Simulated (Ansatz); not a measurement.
Molecular dynamics, with input and output: GeH3O2F (part 3 of 3)

The same run, continued: GeH3O2F; RKS PBE/def2-SVP (Ansatz 0.2.0). It belongs to a series of runs on one base structure; here: dynamics from the highest image of the converged band.

Geometry of the input (Å):
```
Ge -0.3697  0.0765  0.5363
H  0.9572  0.0498  1.4649
F  1.6215  -0.1338  0.2742
O  -0.8875  1.4952  -0.4048
H  -1.3171  1.1987  -1.2331
O  -1.1149  -1.2515  -0.4094
H  -0.8607  -2.1314  -0.0722
```

## Output, continued
```
md step   199: t =    99.50 fs  T =   664.0 K  F+E_penalty+E_count = -63350.50267351 eV  E_kin = 0.429163 eV  conserved = -63350.07351099 eV  (27 SCF iters)
these checks for a lower state are left out or cut short: starts, cluster_reference, orbital_swaps, neighbouring_geometries, increment
959 factors; their error is unknown
mean field -63350.55430380 eV, -2328.0899301166 hartree, gradient 8.8e-5 eV, S^2 0.000000; 0 other end points of the search recorded, 0 dependent functions left out
the calculation of the forces begins
reference -63350.55433463 eV, -2328.0899312498 hartree; 30, 30 occupied and 59, 59 virtual orbitals, 959 factors
959 factors; their error is unknown
mean field evaluation 1376: about -63350.6081 eV, gradient 5.7e-2 eV
mean field -63350.55430380 eV, -2328.0899301166 hartree, gradient 8.8e-5 eV, S^2 0.000000; 1 other end points of the search recorded, 0 dependent functions left out
the calculation of the forces begins
reference -63350.55433463 eV, -2328.0899312498 hartree; 30, 30 occupied and 59, 59 virtual orbitals, 959 factors
md step   200: t =   100.00 fs  T =   744.5 K  F+E_penalty+E_count = -63350.55430380 eV  E_kin = 0.481199 eV  conserved = -63350.07310501 eV  (28 SCF iters)
```

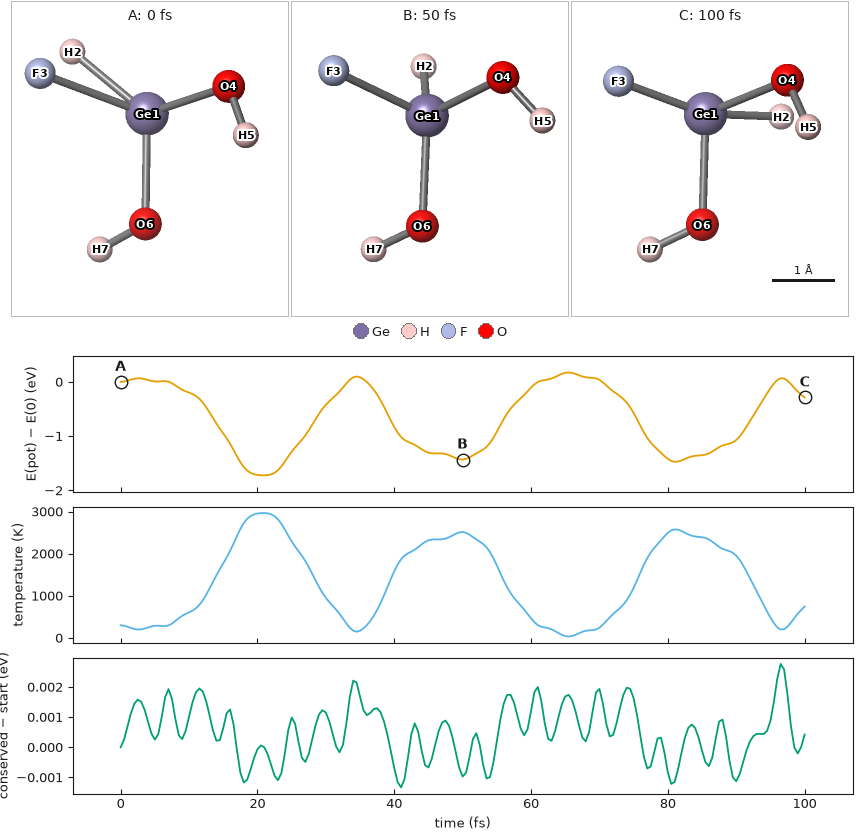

Frames of the molecular dynamics (ball-and-stick, seen at a tilt) above the curves, on which the letters mark them. The trajectory kept here has 201 frames over 100 fs. The temperature starts at 300 K, ranges from 34 to 2964 K and averages 1256 K over the second half. The potential energy ends 0.287 eV below its first value. The conserved quantity stays within 0.0041 eV. After an unweighted best fit of the last frame on the first, the root-mean-square displacement is 0.79 Å, and H2 has moved furthest (1.58 Å).

```
Total energy: -63350.55433463 eV, -2328.0899312498 hartree
Atom 0 at    -0.278798     0.062401     0.516683 Å, force    -5.788098     0.484806    -0.325569 eV/Å
Atom 1 at    -1.582367     0.388088     1.354748 Å, force     1.189557    -0.227580     1.513896 eV/Å
Atom 2 at     1.324626    -0.099200     0.186252 Å, force     3.834604    -0.353515     0.040701 eV/Å
Atom 3 at    -0.829269     1.552683    -0.308152 Å, force    -0.594955     0.146539    -1.963746 eV/Å
Atom 4 at    -1.323401     1.338611    -1.164598 Å, force     1.002521     0.327662     1.083691 eV/Å
Atom 5 at    -1.086441    -1.313224    -0.302493 Å, force     0.305004    -0.409436    -0.181556 eV/Å
Atom 6 at    -0.646161    -2.175793    -0.190640 Å, force     0.051366     0.031523    -0.167418 eV/Å
Dipole moment:    -0.006568    -0.348160     0.161553 e Å
```

## Trajectory as extended XYZ (Å, eV, eV/Å), 13 of the 201 frames kept, from step=0 to step=200
```
7
Properties=species:S:1:pos:R:3:forces:R:3 step=0 time_fs=0.0 energy=-63350.26741 temperature=300.0
Ge   -0.3697    0.0765    0.5363    0.0036  -0.0032   0.0493
H     0.9572    0.0498    1.4649   -0.0227   0.0111  -0.0164
F     1.6215   -0.1338    0.2742    0.0379  -0.0050  -0.0082
O    -0.8875    1.4952   -0.4048   -0.0042   0.0112   0.0033
H    -1.3171    1.1987   -1.2331    0.0042  -0.0031  -0.0060
O    -1.1149   -1.2515   -0.4094   -0.0268  -0.0084  -0.0367
H    -0.8607   -2.1314   -0.0722    0.0080  -0.0026   0.0148
7
Properties=species:S:1:pos:R:3:forces:R:3 step=17 time_fs=8.5 energy=-63350.37595 temperature=468.5
Ge   -0.3598    0.0752    0.5321    1.4198  -0.7681  -0.5216
H     0.7721   -0.0143    1.6294   -0.7977   0.1667   0.5724
F     1.5818   -0.1040    0.2697   -0.5897  -0.0083  -0.5165
O    -0.8497    1.4845   -0.3976    0.3107   0.6775   0.7033
H    -1.4029    1.2096   -1.1327   -0.5092  -0.2562  -0.7142
O    -1.1339   -1.2691   -0.4153    0.2791   0.3842   0.6396
H    -0.8508   -2.0912    0.0314   -0.1129  -0.1958  -0.1631
7
Properties=species:S:1:pos:R:3:forces:R:3 step=33 time_fs=16.5 energy=-63351.51950 temperature=2238.5
Ge   -0.3376    0.0675    0.5240    3.6531  -0.9488   0.1311
H     0.1324    0.0242    2.0836   -1.3724   0.1808  -0.7873
F     1.5217   -0.0761    0.2495   -2.0491   0.0754  -0.2116
O    -0.8237    1.4899   -0.3907    1.1512   0.8411   1.7854
H    -1.4555    1.2191   -1.0277   -1.5157  -0.5704  -1.5844
O    -1.1420   -1.2736   -0.3962    0.1749   0.4729   0.7635
H    -0.9109   -2.1257    0.0241   -0.0419  -0.0510  -0.0967
7
Properties=species:S:1:pos:R:3:forces:R:3 step=50 time_fs=25.0 energy=-63351.55386 temperature=2292.0
Ge   -0.2890    0.0516    0.5177   -3.1234   0.3342   0.9732
H    -1.1792    0.1572    2.0125    1.7945  -0.1552  -1.2877
F     1.4001   -0.0449    0.2231    0.8910  -0.1527   0.4393
O    -0.8086    1.5071   -0.3756    1.9555   0.5376   1.5418
H    -1.5026    1.2445   -0.9416   -1.8087  -0.6117  -1.5802
O    -1.1420   -1.2625   -0.3480    0.1819  -0.0048  -0.1899
H    -1.0034   -2.1782   -0.0483    0.1092   0.0525   0.1034
7
Properties=species:S:1:pos:R:3:forces:R:3 step=67 time_fs=33.5 energy=-63350.22869 temperature=242.7
Ge   -0.2680    0.0385    0.5187   -6.0244   1.1933  -0.7017
H    -1.5395    0.2135    1.3180    0.3859   0.0896   2.3620
F     1.3186   -0.0195    0.2084    4.9510  -0.3336  -0.0537
O    -0.7888    1.5242   -0.3610    2.2592   0.6179   0.8314
H    -1.5220    1.2879   -0.8908   -1.7520  -0.4789  -1.4057
O    -1.1348   -1.2555   -0.3072    0.0302  -1.0454  -1.0706
H    -1.0311   -2.1918   -0.0747    0.1500  -0.0430   0.0383
7
Properties=species:S:1:pos:R:3:forces:R:3 step=83 time_fs=41.5 energy=-63351.33664 temperature=1952.8
Ge   -0.2973    0.0359    0.5152   -3.3198   1.4661   0.2721
H    -1.3775    0.2738    1.7654    1.8177  -0.3792  -0.1430
F     1.3809   -0.0062    0.1972    1.2111  -0.2797   0.5591
O    -0.7526    1.5426   -0.3623    1.0132  -0.1746   0.4576
H    -1.5219    1.3497   -0.8969   -0.8011  -0.1373  -0.6387
O    -1.1264   -1.2843   -0.3053   -0.0754  -0.5542  -0.5931
H    -0.9622   -2.2129   -0.0678    0.1543   0.0589   0.0860
7
Properties=species:S:1:pos:R:3:forces:R:3 step=100 time_fs=50.0 energy=-63351.69888 temperature=2513.4
Ge   -0.3533    0.0449    0.5133    2.8309   0.3544   1.2578
H    -0.4079    0.1598    2.2612   -0.1700  -0.2146  -2.1987
F     1.4910   -0.0020    0.2030   -2.1998  -0.2358   0.4857
O    -0.7086    1.5507   -0.3702   -0.2866  -0.2948   0.3661
H    -1.4934    1.4470   -0.9355   -0.1633  -0.0120  -0.1589
O    -1.1204   -1.3379   -0.3282   -0.0131   0.2470   0.2212
H    -0.7948   -2.2039   -0.0083    0.0018   0.1559   0.0268
7
Properties=species:S:1:pos:R:3:forces:R:3 step=117 time_fs=58.5 energy=-63350.56880 temperature=767.3
Ge   -0.3875    0.0571    0.5183    2.5876  -0.8205  -1.4160
H     0.5419   -0.0868    1.7154   -0.8150   0.1539   1.2764
F     1.5336   -0.0062    0.2227   -1.2938  -0.1449  -0.4765
O    -0.6827    1.5476   -0.3693   -0.8991   0.2862  -0.1783
H    -1.4542    1.5419   -0.9838    0.3369  -0.1241   0.3382
O    -1.1146   -1.3804   -0.3424    0.2834   0.7546   0.6304
H    -0.6237   -2.1272    0.0642   -0.2000  -0.1052  -0.1743
7
Properties=species:S:1:pos:R:3:forces:R:3 step=133 time_fs=66.5 energy=-63350.12010 temperature=73.9
Ge   -0.3949    0.0620    0.5158    1.7785  -1.1488   0.2944
H     0.8152   -0.2098    1.6005   -1.1327   0.3814   0.1838
F     1.5279   -0.0156    0.2296   -0.2163  -0.1480  -0.4791
O    -0.6785    1.5539   -0.3632   -1.5883   0.5370  -1.1538
H    -1.4474    1.5624   -1.0216    1.1290  -0.1774   1.0375
O    -1.1000   -1.3916   -0.3342    0.2466   0.6594   0.2448
H    -0.5652   -2.1201    0.0481   -0.2169  -0.1035  -0.1275
7
Properties=species:S:1:pos:R:3:forces:R:3 step=150 time_fs=75.0 energy=-63350.84036 temperature=1189.0
Ge   -0.3846    0.0576    0.5123    3.4593  -0.5161  -1.2072
H     0.4043   -0.1173    1.8006   -1.0392   0.2586   1.2313
F     1.5076   -0.0303    0.2182   -1.4865  -0.0557  -0.4712
O    -0.6936    1.5764   -0.3598   -1.9544  -0.3445  -0.8948
H    -1.4572    1.4926   -1.0352    1.3629   0.0864   1.2517
O    -1.0776   -1.3741   -0.3154   -0.3395   0.4076   0.0360
H    -0.6151   -2.1887   -0.0313   -0.0027   0.1636   0.0542
7
Properties=species:S:1:pos:R:3:forces:R:3 step=167 time_fs=83.5 energy=-63351.64090 temperature=2426.3
Ge   -0.3436    0.0493    0.5051    1.2807   1.0301   1.9146
H    -0.6903    0.1538    2.2805    0.5789  -0.1550  -2.4399
F     1.4376   -0.0478    0.1943   -1.2222  -0.1075   0.5317
O    -0.7329    1.5883   -0.3444   -1.7120  -0.9859  -1.0569
H    -1.4685    1.4008   -1.0374    1.4529   0.3760   1.3144
O    -1.0688   -1.3386   -0.2969   -0.4437  -0.2546  -0.3173
H    -0.6609   -2.1963   -0.0732    0.0653   0.0969   0.0534
7
Properties=species:S:1:pos:R:3:forces:R:3 step=183 time_fs=91.5 energy=-63351.09300 temperature=1577.2
Ge   -0.2951    0.0498    0.5106   -4.5781   1.5752   0.0009
H    -1.4473    0.3344    1.6009    1.5463  -0.3531   0.6877
F     1.3395   -0.0680    0.1852    2.6822  -0.2820   0.3310
O    -0.7823    1.5738   -0.3195   -0.9404  -0.4986  -1.6055
H    -1.4470    1.3510   -1.0589    1.2858   0.3868   1.1680
O    -1.0773   -1.3122   -0.2911    0.0140  -0.7708  -0.4149
H    -0.6578   -2.1668   -0.0825   -0.0099  -0.0574  -0.1672
7
Properties=species:S:1:pos:R:3:forces:R:3 step=200 time_fs=100.0 energy=-63350.55430 temperature=744.5
Ge   -0.2788    0.0624    0.5167   -5.7881   0.4848  -0.3256
H    -1.5824    0.3881    1.3547    1.1896  -0.2276   1.5139
F     1.3246   -0.0992    0.1863    3.8346  -0.3535   0.0407
O    -0.8293    1.5527   -0.3082   -0.5950   0.1465  -1.9637
H    -1.3234    1.3386   -1.1646    1.0025   0.3277   1.0837
O    -1.0864   -1.3132   -0.3025    0.3050  -0.4094  -0.1816
H    -0.6462   -2.1758   -0.1906    0.0514   0.0315  -0.1674
```

## Results in brief

- outcome: finished
- mean temperature over the second half: 1256 K
- trajectory: 200 steps, 100 fs
- ensemble: nve
- temperature in the input: 300.0 K
- time step: 0.5 fs
- potential energy (last step): −63350.5543 eV
- mean-field energy (last step): −63350.5543 eV
- largest force (length of the vector) (last step): 5.817 eV/Å
- wall time: 5.3 min (CPU time 8.6 min)
- peak memory: 0.12 GiB

## Notes

So short a trajectory is not equilibrated.
